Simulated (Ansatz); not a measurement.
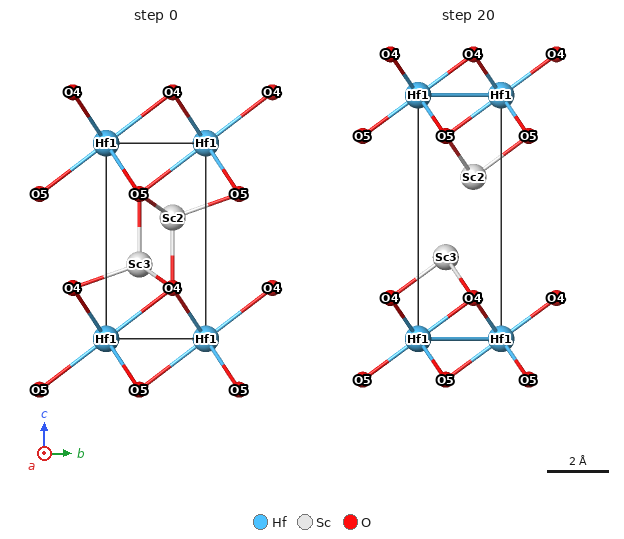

The structure of solid HfSc$_{2}$O$_{2}$ (built on the EuMn2P2 type) (coarse preliminary run) before (left) and after (right) a relaxation, at one scale.

Style: ball-and-stick. Shown: the cell of the calculation, along the a axis.

Case: EuMn2P2 type (P-3m1, No. 164).

The calculation used DFT PBE, scalar-relativistic, plane waves, PAW (Ansatz).

Input
```yaml
crystal:
  lattice:
    - [3.8139106379, 0.0, 0.0]
    - [-1.906955319, 3.3029435002, 0.0]
    - [0.0, 0.0, 6.4752731195]
  atoms:
    - { symbol: Hf, position: [0.0, 0.0, 0.0] }
    - { symbol: Sc, position: [0.3333333333, 0.6666666667, 0.62] }
    - { symbol: Sc, position: [0.6666666667, 0.3333333333, 0.38] }
    - { symbol: O, position: [0.3333333333, 0.6666666667, 0.26] }
    - { symbol: O, position: [0.6666666667, 0.3333333333, 0.74] }
basis:
  ecutwfc: 420
kpoints:
  mp_grid: { grid: [6, 6, 4] }
hamiltonian:
  xc: pbe
scf:
  occupations: { method: gaussian, width: 0.1 }
  lower_state_search: "off"
output:
  forces: true
  stress: true
  eigenvalues: true
relax:
  adjacent_minimum: "off"
  f_tol: 0.04
  max_steps: 70
  cell: { stress_tol: 0.4 }
```

Launched with:
```bash
ansatz run input.yaml --threads 1 --pin off --max-ram 2560MiB --backend cpu --events-out ev --progress --plain --runs-dir out
```

Q: What changed between the two?

A: The energy falls by 802 meV per atom in 15 accepted moves (20 points after the start). Largest force component: 3.1 eV/Å at the start, 0.0075 eV/Å at the end. The pressure goes from −12.48 to −0.05 GPa. The line search rejected the trial steps at points 9, 12, 18 of the run. The SCF was repeated twice at an unchanged geometry on a basis and grid sized afresh for the cell, which shifted the energy by 18.2 meV per atom at most. The largest moves relative to the cell, 0.75 Å, are those of O4 and O5. O4 goes along −c. Largest moves by element: O 0.75 Å, Sc 0.36 Å. Hf stays in place. The drawn cell changes as follows: a = b 3.814 → 3.173 Å (−16.8 %), c 6.475 → 8.063 Å (+24.5 %); the volume changes by −13.8 %. Near-neighbour distances that change, for instance: Sc2–O4 2.331 → 4.011 Å, Hf1–Hf1 3.814 → 3.173 Å, Sc2–Sc2 3.814 → 3.173 Å, Sc2–Sc3 2.695 → 3.230 Å. Bonds break, among them: Sc2–O4 (2.33 → 4.01 Å), Sc3–O5 (2.33 → 4.01 Å). Bond angles that change, for instance: O5–Sc2–O5 109.5° → 88.4°, Sc2–O5–Sc2 109.5° → 88.4°, Hf1–O5–Sc2 162.0° → 180.0°. The space group stays P-3m1 (No. 164).
